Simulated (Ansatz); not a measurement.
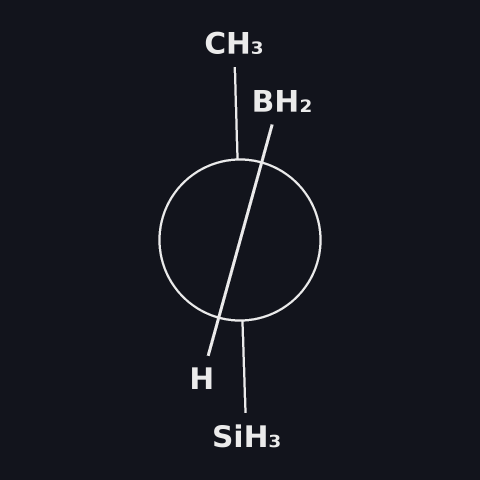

A Newman projection along the Al–N bond, aluminium in front; angles are drawn as computed, but eclipsed bonds slightly apart. Computed geometry: PBE0-D4/def2-TZVP optimisation. No frequency run is at hand to confirm it as a minimum.

Q: Which molecule is it?

A: CH9AlBNSi, [BH2][AlH][N](C)[SiH3]

Q: What is the torsion angle from the front BH2 to the back SiH3? The sign is positive where the front bond must turn clockwise to cover the back bond.

A: 180°, antiperiplanar (anti).
